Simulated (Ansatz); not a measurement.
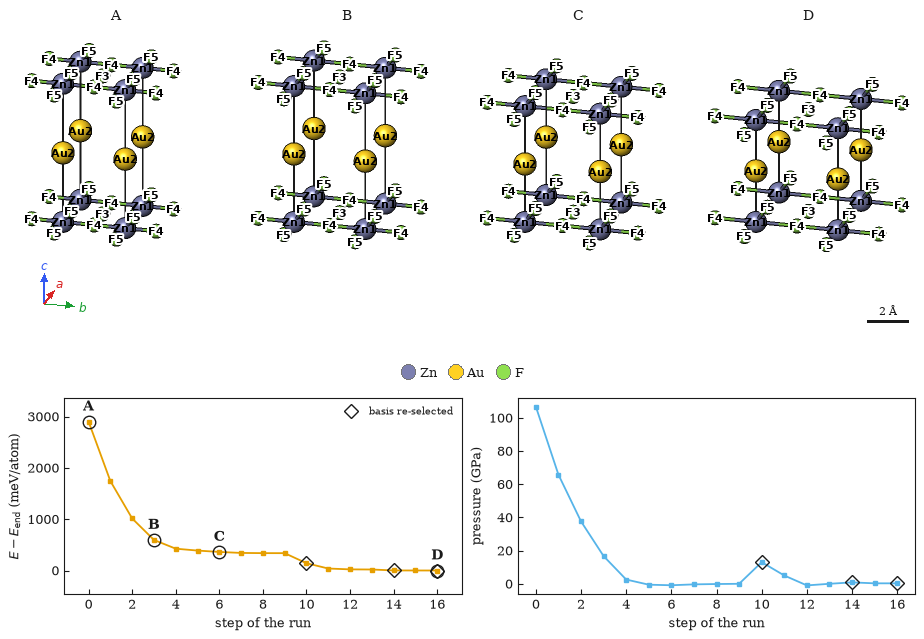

Frames of a relaxation of crystalline ZnAuF₃ (a generated structure, set up in P4/mmm) (coarse preliminary run), marked on the history of the run. The picture is a ball-and-stick view of the cell of the calculation, seen from a free direction.

The calculation used DFT PBE, scalar-relativistic, plane waves, PAW in Ansatz 0.2.0.

The input:
```yaml
crystal:
  lattice:
    - [3.16547121, 0.0, 0.0]
    - [0.0, 3.16547121, 0.0]
    - [0.0, 0.0, 7.23898991]
  atoms:
    - { symbol: Zn, position: [0.0, 0.0, 0.0] }
    - { symbol: Au, position: [0.0, 0.0, 0.5] }
    - { symbol: F, position: [0.5, 0.5, 0.0] }
    - { symbol: F, position: [0.0, 0.5, 0.0] }
    - { symbol: F, position: [0.5, 0.0, 0.0] }
basis:
  ecutwfc: 420
kpoints:
  mp_grid: { grid: [6, 6, 4] }
hamiltonian:
  xc: pbe
scf:
  occupations: { method: gaussian, width: 0.1 }
  lower_state_search: "off"
output:
  forces: true
  stress: true
  eigenvalues: true
relax:
  adjacent_minimum: "off"
  f_tol: 0.04
  max_steps: 70
  cell: { stress_tol: 0.4 }
```

Run as
```bash
ansatz run input.yaml --threads 1 --pin off --max-ram 2560MiB --backend cpu --events-out ev --progress --plain --runs-dir out
```

What happens along the run?

Answer. After 13 accepted moves (16 points after the start) the energy has fallen by 2902 meV per atom. All forces vanish by symmetry, so only the cell relaxes. Pressure: 106.72 GPa at the start and 0.29 GPa at the end. At 3 points the geometry stayed and the basis and grid were re-selected for the new cell (energy shift of 196 meV per atom at most each time). The atoms keep their places relative to the cell (all moves are under 0.005 Å). The volume changes by +28.3 %, with a = b 3.165 → 4.172 Å (+31.8 %), c 7.239 → 5.344 Å (−26.2 %). Near-neighbour distances that change, for instance: F3–F4 1.583 → 2.086 Å, Zn1–F4 1.583 → 2.086 Å. The space group stays P4/mmm (No. 123). From step 0 to 3: volume +29.5 %, energy −2306 meV per atom. From step 3 to 6: volume −5.1 %, energy −234 meV per atom. From step 6 to 16: volume +4.4 %, energy −362 meV per atom.
